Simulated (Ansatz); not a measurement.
# A hypothetical structure for CoAgS2, part 2 of 2

This structure for CoAgS2 is made up. Its elements were placed in a known structure type with a cell scaled to their sizes. What cell does the guess relax to, and how far off was it?

Ansatz 0.2.0; DFT, PBE, plane-wave PAW, files of the set soft_1, scalar-relativistic, ferromagnetic start, cell and ions relaxed at zero pressure; PAW set soft_1 (the session's first sound run).

So far: The starting structure; Relaxing cell and atoms. The relaxed cell has a = 3.373, c = 14.153 Å (conventional setting).

## Step 3: Electronic structure of the relaxed cell

A second self-consistent run takes a narrower smearing and the mesh shown in its input; the bands follow along the standard path of the relaxed lattice.

This step: DFT, PBE, plane-wave PAW, files of the set soft_1, scalar-relativistic, no spin, bands and density of states at the relaxed cell; PAW set soft_1 (Ansatz 0.2.0).

Input file input.yaml:

```yaml
crystal:
  lattice:
    - [3.3734756154, 0.0, 0.0]
    - [-1.6867378077, 2.921515582, 0.0]
    - [0.0, 0.0, 14.1525388052]
  atoms:
    - { symbol: Ag, position: [0.3333333333, 0.6666666667, 0.25] }
    - { symbol: Ag, position: [0.6666666667, 0.3333333333, 0.75] }
    - { symbol: Co, position: [0.0, 0.0, 0.0] }
    - { symbol: Co, position: [0.0, 0.0, 0.5] }
    - { symbol: S, position: [0.3333333333, 0.6666666667, 0.0800789682] }
    - { symbol: S, position: [0.6666666667, 0.3333333333, 0.5800789682] }
    - { symbol: S, position: [0.6666666667, 0.3333333333, 0.9199210318] }
    - { symbol: S, position: [0.3333333333, 0.6666666667, 0.4199210318] }
kpoints:
  mp_grid: { grid: [10, 10, 4] }
  band_path:
    path:
      - [[0.0, 0.0, 0.0], [0.5, 0.0, 0.0], [0.33333333, 0.33333333, 0.0], [0.0, 0.0, 0.0], [0.0, 0.0, 0.5], [0.5, 0.0, 0.5], [0.33333333, 0.33333333, 0.5], [0.0, 0.0, 0.5]]
      - [[0.5, 0.0, 0.5], [0.5, 0.0, 0.0]]
      - [[0.33333333, 0.33333333, 0.0], [0.33333333, 0.33333333, 0.5]]
    npoints: 8
scf:
  occupations: { method: fermi_dirac, width: 0.03 }
  n_extra_bands: 12
hamiltonian:
  xc: pbe
  pseudopotentials: { kind: paw, azcp: { folder: soft_1 } }
output:
  forces: true
  stress: true
  write_bands: true
  dos: { projected: true }
  write_density: true
  write_potential: true
  elf: true
  volumetric_format: npy
```

Launch:

```console
$ ansatz run input.yaml --threads 4 --pin off --max-ram 10240MiB --backend cpu --events-out ev --progress --plain --runs-dir out
```

Numbers of over 12 decimals in the logs are rounded to 6 here.

The log of the run:

```text
[...]
Crystal: 8 atoms, lattice volume = 139.483 Å³
Basis set: ecut = 420 eV, 2735 PW (Γ), exchange–correlation on 48×48×192 points (8 copies of the dense FFT grid, shifted against one another)
Bands: 60, of which v1, the nominal top of the filled ones, is band 48 counted from 1 (47 counted from 0)
Symmetry: 24 space group operations
[...]
k-points: 42 of 400
[...]
SCF iter   1: F=—  HF=-29049.925057 eV  |F-HF|=—  |Δ(HF+E_count)|=         —  Δρ=2.01e-1  dr2=5.94e1  ethr=3.10e-3  ⟨swp⟩=7.4  Hψ=10556  notcnv=0  defer=9
[...]
SCF iter  12: F=-29044.387355 eV  HF=-29044.387355 eV  |F-HF|=1.84e-8  |Δ(HF+E_count)|=   2.11e-7  Δρ=6.45e-6  dr2=4.59e-8  ethr=1.04e-10  ⟨swp⟩=18.1  Hψ=20217  notcnv=0
SCF 1 converged in 12 iterations: F = -29044.387355 eV  dr2 = 4.59e-8
[...]
NSCF: frozen V_eff on 75 k-points
SCF converged after 12 iterations
Free energy (F): -29044.387355 eV
[...]
Internal energy: -29044.387239 eV  (E = F + TS)
E sigma→0 (E₀):  -29044.387297 eV
Entropy (-TS):   -0.000116 eV (-0.015 meV/atom)
Fermi energy:    10.471157 eV
[...]
--- Forces (eV/Å), atoms counted from 1 ---
  atom   1  Ag    -0.00000000     0.00000000     0.00000000
  atom   2  Ag    -0.00000000     0.00000000     0.00000000
  atom   3  Co     0.00000000     0.00000000    -0.00000000
  atom   4  Co     0.00000000     0.00000000     0.00000000
  atom   5  S      0.00000000     0.00000000    -0.00332231
  atom   6  S      0.00000000    -0.00000000    -0.00332231
  atom   7  S      0.00000000    -0.00000000     0.00332231
  atom   8  S      0.00000000     0.00000000     0.00332231
  max |Σ_I F_I| component: 1.39e-17 eV/Å
--- Stress (GPa, compression-positive) ---
       -0.015686       0.000000       0.000000
        0.000000      -0.015686       0.000000
        0.000000       0.000000      -0.017720
  P = ⅓ Tr σ = -0.0164 GPa (-0.164 kbar)
--- Band table (eV; the first three rows and the last of 42) ---
  k-point 0: bands = [... 44 lower, 9.9760, 9.9760, 10.2485, 10.2485, 12.4431, 12.6218, 12.6218, 12.8260, ... 8 higher]
  k-point 1: bands = [... 44 lower, 10.0150, 10.0150, 10.2073, 10.2073, 12.5755, 12.6538, 12.6538, 12.7979, ... 8 higher]
  k-point 2: bands = [... 44 lower, 10.1100, 10.1100, 10.1100, 10.1100, 12.7279, 12.7279, 12.7279, 12.7279, ... 8 higher]
  k-point 41: bands = [... 44 lower, 9.7212, 9.7212, 9.9286, 9.9286, 11.3378, 11.3378, 11.7753, 11.7753, ... 8 higher]
```

Run time: 3.8 s. Hardware: 4 threads of AMD EPYC 9B45 (Zen 5), shared host; peak memory 0.8 GiB.

This step gave:

- free energy: -29044.3874 eV
- energy at zero smearing: -29044.3873 eV
- Fermi energy: 10.47 eV
- gap by band count: 0.3197 eV
- pressure: -0.01636 GPa

From bands.tsv. The electronic bands at the labelled points (eV, zero at the valence top; v1 is the highest filled band, c1 the lowest empty one):

```
    point     v4     v3     v2     v1    c1    c2    c3    c4
        Γ  -0.32  -0.32  -0.05  -0.05  2.15  2.32  2.32  2.53
        M  -0.88  -0.87  -0.78  -0.74  1.20  1.85  2.04  2.17
        K  -0.50  -0.50  -0.40  -0.40  1.04  1.04  1.49  1.49
        Γ  -0.32  -0.32  -0.05  -0.05  2.15  2.32  2.32  2.53
        A  -0.19  -0.19  -0.19  -0.19  2.43  2.43  2.43  2.43
        L  -0.88  -0.88  -0.76  -0.76  1.44  1.44  2.19  2.19
        H  -0.51  -0.51  -0.39  -0.39  1.08  1.08  1.41  1.41
        A  -0.19  -0.19  -0.19  -0.19  2.43  2.43  2.43  2.43
jump to L  -0.88  -0.88  -0.76  -0.76  1.44  1.44  2.19  2.19
        M  -0.88  -0.87  -0.78  -0.74  1.20  1.85  2.04  2.17
jump to K  -0.50  -0.50  -0.40  -0.40  1.04  1.04  1.49  1.49
        H  -0.51  -0.51  -0.39  -0.39  1.08  1.08  1.41  1.41
```

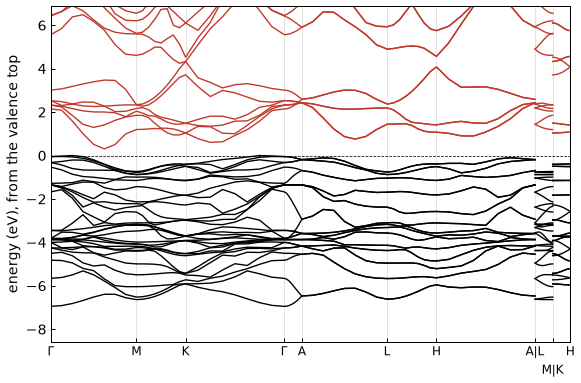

Electronic bands along the path; lines of filled and empty bands in two colours.

Counts of states for the cell as run, both spins, by energy window (eV from the valence-band top): Near the top, bands beyond those computed are missing, so counts there can be too low.

```
from  to  total
  -8  -7   0.00
  -7  -6   3.18
  -6  -5   4.90
  -5  -4  11.55
  -4  -3  14.85
  -3  -2   5.13
  -2  -1   6.96
  -1   0   9.43
   0   1   1.36
   1   2   5.40
   2   3   3.25
   3   4   1.99
   4   5   0.34
```

A further 40.0 states lie below the table's range.

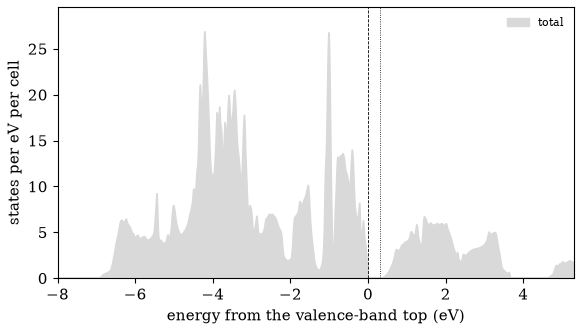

Total density of states, smoothed over about 0.04 eV. The dotted line marks the lowest empty level found on the path.

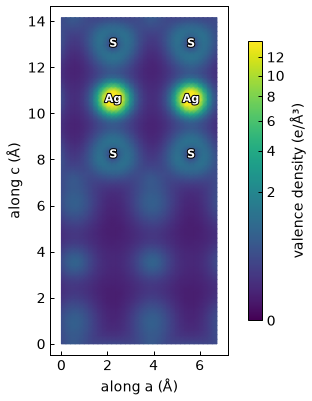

Valence density in the ac plane at fractional y = 0.333, with atoms of Ag and S within 0.2 Å of it. It is the smooth field of the valence electrons, not physical close to the nuclei. The colour scale is stretched toward low values.

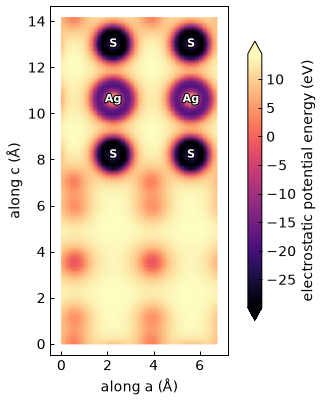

Electrostatic potential energy in the ac plane at fractional y = 0.333, with atoms of Ag and S within 0.2 Å of it. With pseudopotentials it is smooth inside the atoms' cores, unlike the true potential.

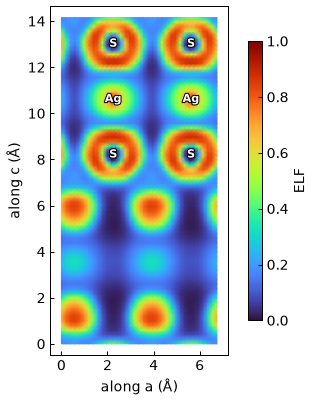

ELF in the ac plane at fractional y = 0.333, with atoms of Ag and S within 0.2 Å of it. It is the smooth field of the valence electrons, not physical close to the nuclei.

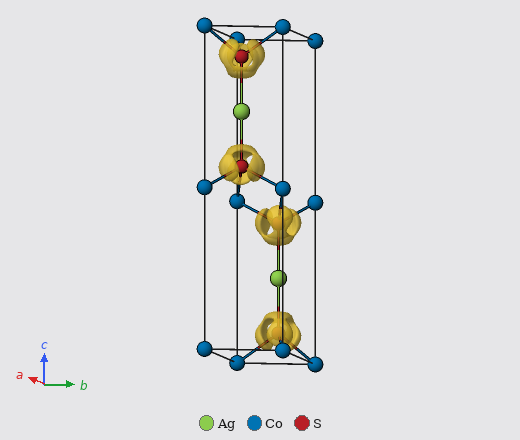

Surface of ELF = 0.82. Bonds to atoms that aren't drawn are left out.

## Step 4: Summary of results

| Property | Result |
| --- | --- |
| space group, relaxed | P6_3/mmc |
| conventional cell | a = 3.373, b = 3.373, c = 14.153 Å; α = 90.0°, β = 90.0°, γ = 120.0° |
| volume per atom | 17.44 Å³ (guess 21.14) |
| total moment | 0.00 μB in the cell of 8 atoms |

**Reading.** CoAgS2 relaxes to P6_3/mmc with a = 3.373, b = 3.373 and c = 14.153 Å. The guessed volume was 21 % too large. The space group P6_3/mmc was held in the relaxation, so the end point is a stationary structure within it and may be a saddle against distortions or other arrangements. The moments died out from this one start and weren't seeded again at the relaxed cell. It has an indirect Kohn–Sham gap of 0.30 eV, which semilocal functionals understate. On the 10×10×4 mesh with the narrower smearing (relaxed on 9×9×2) the largest force component is 0.003 eV/Å and the largest stress component is 0.018 GPa, within the relaxation's thresholds of 0.015 eV/Å and 0.05 GPa. The cutoff wasn't tested. No dispersion term is used, so weakly bound directions may come out too long. Nothing here tests whether the compound is stable against decomposition.

[Logs are printed without paths, hosts, clocks, repeated set-up lines and the standing remarks that a program may print on its own settings, such as how far it seeks lower states.]

[Hosts, paths, dates, database ids (printed as entryN), source tags and the programs' standing remarks are cut or masked in the printed files.]
